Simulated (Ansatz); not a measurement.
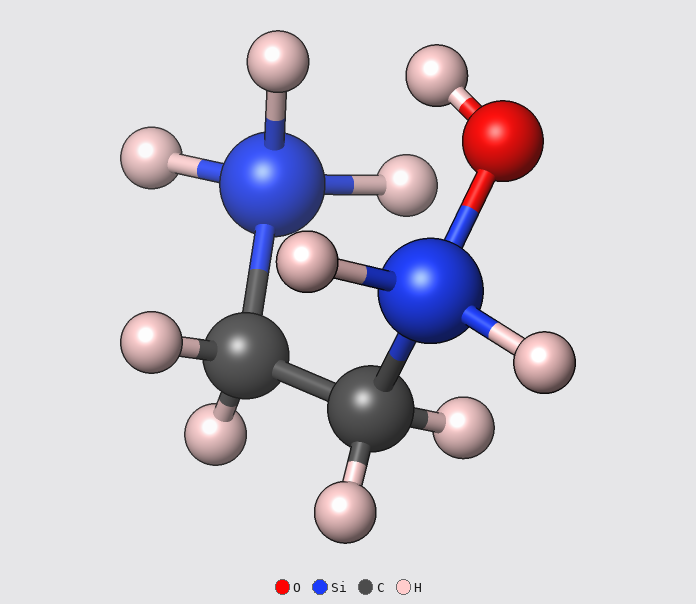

The geometry was computed by an optimisation with PBE-D4/def2-SVP. No frequency run is at hand to confirm it as a minimum.

Draw it as a skeletal formula.

SMILES: O[SiH2]CC[SiH3]

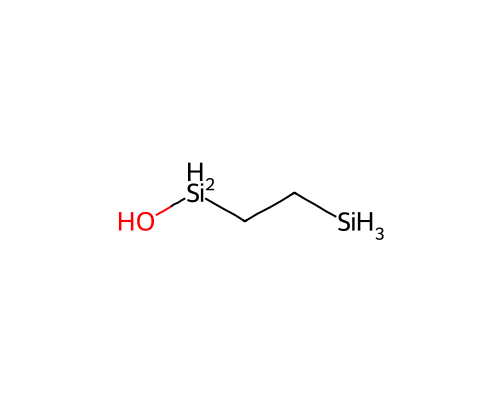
